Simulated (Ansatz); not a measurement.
# Calculations on CH$_{7}$BFN

Part 1: Relaxation

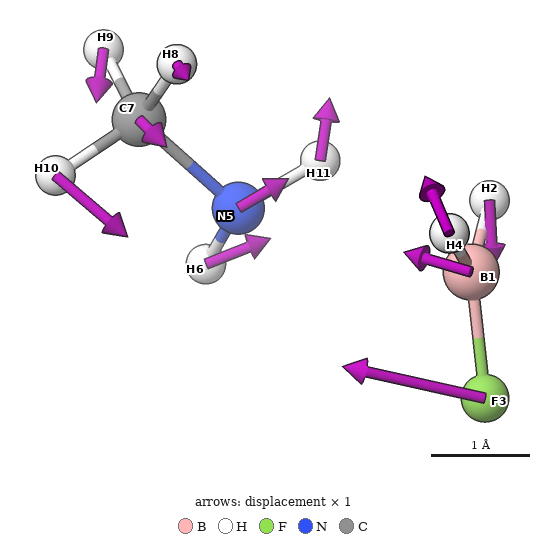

A relaxation of CH₇BFN. The starting structure is drawn; purple arrows show the displacements, at their true length. The two geometries are superimposed by the best rigid fit.

The picture is a ball-and-stick view, seen from a free direction.

The run prepares an end point of a later path (reaction) calculation, from a guessed geometry.

These are results of Ansatz 0.2.0, RHF/def2-SVP, not measurements.

Input
```yaml
crystal:
  periodic: [false, false, false]
  atoms:
    - { symbol: B, position_ang: [0.145826, -0.600415, -0.061414] }
    - { symbol: H, position_ang: [-0.464104, -0.420352, 0.9502] }
    - { symbol: F, position_ang: [1.39344, -1.009423, 0.026702] }
    - { symbol: H, position_ang: [-0.35494, -0.511146, -1.147026] }
    - { symbol: "N", position_ang: [0.201807, 2.057663, 0.609236] }
    - { symbol: H, position_ang: [0.938984, 2.383512, 1.205563] }
    - { symbol: C, position_ang: [-0.530584, 3.148242, -0.001104] }
    - { symbol: H, position_ang: [-1.288066, 2.749245, -0.678066] }
    - { symbol: H, position_ang: [-1.032824, 3.813538, 0.7116] }
    - { symbol: H, position_ang: [0.151837, 3.753129, -0.60021] }
    - { symbol: H, position_ang: [-0.397777, 1.442806, 1.170918] }
basis:
  gaussian: { orbitals: def2-SVP }
hamiltonian:
  xc: hf
relax:
  f_tol: 0.03
  max_steps: 50
output:
  orbitals: {}
```

Command:
```bash
ansatz run input.yaml --threads 1 --pin off --max-ram 2048MiB --backend cpu --events-out ev --progress --plain --runs-dir out
```

Q: Atoms of which element are displaced furthest, and by how much?

A: Fluorine: up to 1.54 Å, against 1.01 Å for hydrogen.

Q: What did the optimiser do to the structure, and how much energy did it gain?

A: The atom that moves furthest after the best rigid fit is F3 (1.54 Å). By element the largest moves are F 1.54 Å, H 1.01 Å, B 0.79 Å, N 0.61 Å, C 0.45 Å. Near-neighbour distances that change, for instance: B1–N5 2.742 → 1.671 Å, B1–F3 1.316 → 1.389 Å, B1–H2 1.195 → 1.222 Å, B1–H4 1.199 → 1.222 Å. New bonds form, among them: B1–N5 (2.74 → 1.67 Å). Among the angles between lasting bonds that change: H2–B1–H4 122.8° → 115.2°, F3–B1–H4 118.7° → 114.3°, H2–B1–F3 118.3° → 114.1°. Over 20 accepted moves (21 points after the start) the energy falls by 0.877 eV. The largest force component goes from 1.1 to 0.028 eV/Å. The line search rejected the trial step at point 19 of the run.

Limits of the set-up: Hartree-Fock leaves out electron correlation.

Part 2: Relaxation

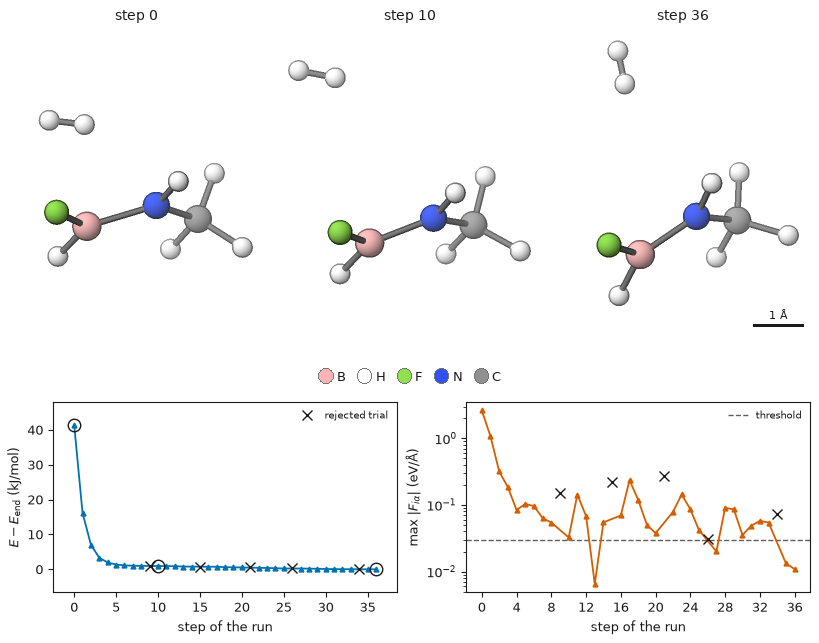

Frames of a relaxation of CH7BFN, marked on the history of the run. Style: ball-and-stick. Shown at a tilt.

The run prepares an end point of a later path (reaction) calculation, from a guessed geometry.

All numbers below come from Ansatz, RHF/def2-SVP.

Input
```yaml
crystal:
  periodic: [false, false, false]
  atoms:
    - { symbol: B, position_ang: [0.347794, 0.431708, -0.280575] }
    - { symbol: H, position_ang: [-0.681455, -0.12641, 1.817909] }
    - { symbol: F, position_ang: [1.337906, -0.386671, 0.030937] }
    - { symbol: H, position_ang: [-0.580907, 0.028381, -0.905501] }
    - { symbol: "N", position_ang: [0.444409, 1.832128, 0.130605] }
    - { symbol: H, position_ang: [1.26237, 2.114848, 0.632425] }
    - { symbol: C, position_ang: [-0.502024, 2.874623, -0.171659] }
    - { symbol: H, position_ang: [-1.302224, 2.476498, -0.794677] }
    - { symbol: H, position_ang: [-0.953592, 3.303506, 0.728174] }
    - { symbol: H, position_ang: [-0.036919, 3.688516, -0.732234] }
    - { symbol: H, position_ang: [-0.571758, 0.569673, 1.730996] }
basis:
  gaussian: { orbitals: def2-SVP }
hamiltonian:
  xc: hf
relax:
  f_tol: 0.03
  max_steps: 50
output:
  orbitals: {}
```

Launched with:
```bash
ansatz run input.yaml --threads 1 --pin off --max-ram 2048MiB --backend cpu --events-out ev --progress --plain --runs-dir out
```

What happens along the run?

The largest move after the best rigid fit is that of H2, 1.58 Å. Largest moves by element: H 1.58 Å, F 0.70 Å, B 0.62 Å, N 0.26 Å, C 0.14 Å. Near-neighbour distances that change, for instance: B1–N5 1.463 → 1.390 Å, H2–H11 0.710 → 0.747 Å, B1–H4 1.190 → 1.199 Å, B1–F3 1.322 → 1.330 Å. After 31 accepted moves (36 points after the start) the energy has fallen by 41.4 kJ/mol. The largest force component goes from 2.6 to 0.011 eV/Å. The line search rejected the trial steps at points 9, 15, 21, 26, 34 of the run. The forces were under the threshold at step 13, but the run went on from there. From step 0 to 10: H2 moves most (1.16 Å), energy −40.5 kJ/mol. From step 10 to 36: H2 moves most (0.88 Å), energy −0.96 kJ/mol.

| step | E − E(0), kJ/mol | largest force component, eV/Å | note |
| --- | --- | --- | --- |
| 0 | 0.00 | 2.6337 |  |
| 1 | -25.27 | 1.0776 |  |
| 2 | -34.41 | 0.3184 |  |
| 3 | -38.15 | 0.1852 |  |
| 4 | -39.46 | 0.0840 |  |
| 5 | -40.08 | 0.1036 |  |
| 6 | -40.32 | 0.0963 |  |
| 7 | -40.40 | 0.0634 |  |
| 8 | -40.45 | 0.0544 |  |
| 9 | -40.39 | 0.1517 | rejected |
| 10 | -40.49 | 0.0325 |  |
| 11 | -40.51 | 0.1434 |  |
| 13 | -40.64 | 0.0065 |  |
| 14 | -40.67 | 0.0549 |  |
| 15 | -40.63 | 0.2178 | rejected |
| 17 | -40.71 | 0.2364 |  |
| 18 | -40.81 | 0.1190 |  |
| 20 | -40.91 | 0.0377 |  |
| 21 | -40.86 | 0.2716 | rejected |
| 22 | -41.02 | 0.0786 |  |
| 24 | -41.13 | 0.0861 |  |
| 25 | -41.20 | 0.0416 |  |
| 26 | -41.20 | 0.0307 | rejected |
| 28 | -41.25 | 0.0903 |  |
| 29 | -41.29 | 0.0863 |  |
| 31 | -41.38 | 0.0486 |  |
| 32 | -41.40 | 0.0577 |  |
| 33 | -41.42 | 0.0544 |  |
| 35 | -41.44 | 0.0133 |  |
| 36 | -41.45 | 0.0109 |  |

Limits of the set-up: the start holds two separate molecules, 2.2 Å apart at their closest, whose relative position is a soft coordinate and is computed without a dispersion correction; Hartree-Fock leaves out electron correlation.

Part 3: Path

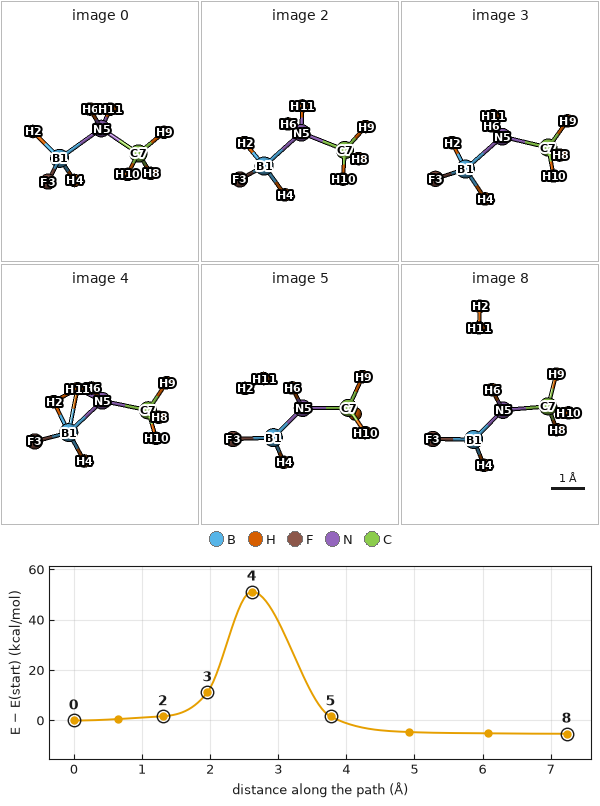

A nudged-elastic-band calculation for CH7BFN. Images are numbered from 0 (start) to 8 (end). A ball-and-stick model, seen at a tilt.

These are results of RHF/def2-SVP in Ansatz, not measurements. Settings: 7 movable images; climbing image; force threshold 0.03 eV/Å; iteration limit 60; starting path through a guess of the saddle point.

**Read off the barrier and say what moves.**

Breaking: B1–H2 (1.22 → 1.43 at the top → 4.41 Å), N5–H11 (1.01 → 1.34 at the top → 3.18 Å). Forming: H2–H11 (2.49 → 1.00 at the top → 0.75 Å). The energy climbs by 51.2 kcal/mol to image 4 and then falls by 56.5 kcal/mol, so the end point sits at −5.3 kcal/mol. The band converged in 33 iterations. The largest component of the band force went from 11 to 0.016 eV/Å. The climbing image converged on the top of the path. Its vibrational analysis gives one imaginary mode (1871i cm⁻¹), as a transition state must have.

Limits of the set-up: Hartree-Fock leaves out electron correlation.

Cost: 5.5 min on 1 thread of Intel(R) Xeon(R) CPU @ 2.60GHz (Ice Lake), with other jobs on the host, peak memory 0.18 GiB.
